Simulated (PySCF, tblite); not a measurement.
Dissociation curve of BeH (cation, charge +1), singlet.

UHF/cc-pVQZ (PySCF); GFN2-xTB, 300 K electronic temperature (tblite); CASSCF(2,2)/cc-pVQZ (PySCF); UKS-PBE0 = PySCF with unrestricted PBE0/cc-pVQZ.

Energies are in kJ/mol, each relative to the lowest point of its own curve near equilibrium.

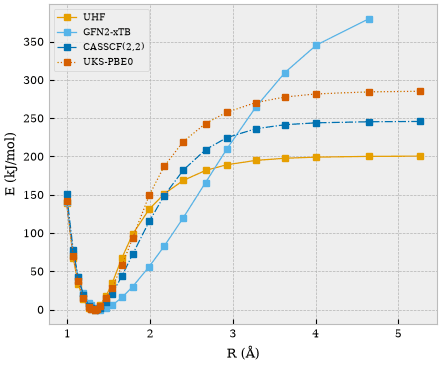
*Energy against bond length for each method.*

| R / Å | UHF | GFN2-xTB | CASSCF(2,2) | UKS-PBE0 |
|---|---|---|---|---|
| 0.99 | 139.5 | 140.6 | 150.9 | 141.8 |
| 1.07 | 67.8 | 73.2 | 77.8 | 70.6 |
| 1.13 | 34.0 | 42.0 | 42.4 | 36.7 |
| 1.19 | 13.1 | 22.0 | 19.5 | 15.4 |
| 1.26 | 1.4 | 8.3 | 4.9 | 2.7 |
| 1.28 | 0.1 | 5.8 | 2.6 | 1.1 |
| 1.33 | 0.0 | 1.8 | 0.0 | 0.0 |
| 1.36 | 1.9 | 0.5 | 0.2 | 1.2 |
| 1.40 | 6.2 | 0.0 | 2.2 | 4.6 |
| 1.47 | 18.1 | 1.6 | 9.6 | 14.5 |
| 1.54 | 34.1 | 5.5 | 20.4 | 28.3 |
| 1.66 | 67.6 | 15.8 | 44.0 | 57.7 |
| 1.79 | 98.7 | 30.1 | 72.5 | 93.8 |
| 1.99 | 131.2 | 56.2 | 115.3 | 149.5 |
| 2.17 | 151.0 | 82.7 | 148.6 | 187.1 |
| 2.40 | 168.6 | 119.7 | 182.0 | 219.2 |
| 2.67 | 181.7 | 165.8 | 208.8 | 243.0 |
| 2.93 | 189.2 | 210.1 | 224.7 | 257.8 |
| 3.28 | 194.8 | 264.7 | 236.2 | 270.4 |
| 3.63 | 197.6 | 309.6 | 241.4 | 277.6 |
| 4.01 | 199.1 | 345.4 | 243.9 | 281.6 |
| 4.65 | 200.1 | 380.0 | 245.3 | 284.3 |
| 5.26 | 200.4 | — | 245.7 | 285.1 |

At the longest distance, 5.26 Å, UKS-PBE0 lies highest above its minimum (285.1 kJ/mol) and UHF lowest (200.4 kJ/mol).

Dashes: no converged value, or the column stops at the first point that the program doubted or that broke a chosen test of continuity, which isn't proof of a fault.

The unrestricted determinant behind UHF is spin-contaminated at 1.66 to 5.26 Å (<S²> up to 1.0, against 0.00 for a pure singlet). The unrestricted determinant behind UKS-PBE0 is spin-contaminated at 1.99 to 5.26 Å (<S²> up to 1.0, against 0.00 for a pure singlet).
